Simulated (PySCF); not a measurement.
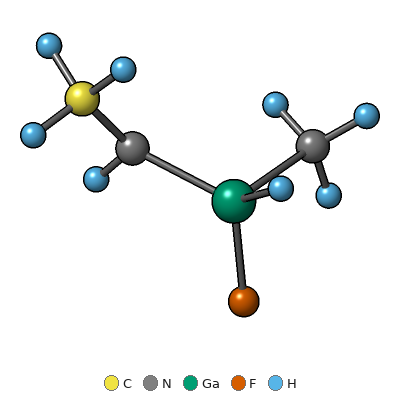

The molecule: CH₈FGaN₂, SMILES C[NH][Ga@H-]([NH3+])[F], singlet.

Simulated rotational absorption lines between 2 and 8 GHz at 3 K: rigid rotor with the equilibrium constants and dipole of one optimised conformer (PBE0-D3(BJ)/def2-SVP, PySCF), commonest isotopes; no centrifugal distortion, hyperfine structure, internal rotation or nuclear-spin weights; lines within 1 MHz of each other are summed.

> What are the rotational constants, and what kind of rotor is it?

Rotational constants A, B, C = 4.836, 2.096, 1.763 GHz; Ray's κ = −0.78, an asymmetric top on the prolate side.

> Which dipole components drive the lines?

|μa|, |μb|, |μc| = 0.70, 4.64, 0.66 D; b-type lines carry 98 % of the intensity in this range.

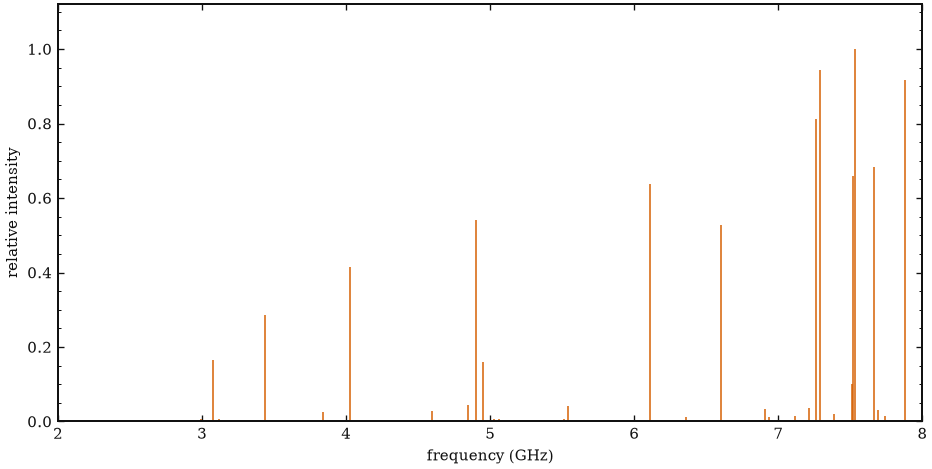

Caveats: coarse grid, loose stop and no frequency check, small forces are noise and the end may be a saddle.
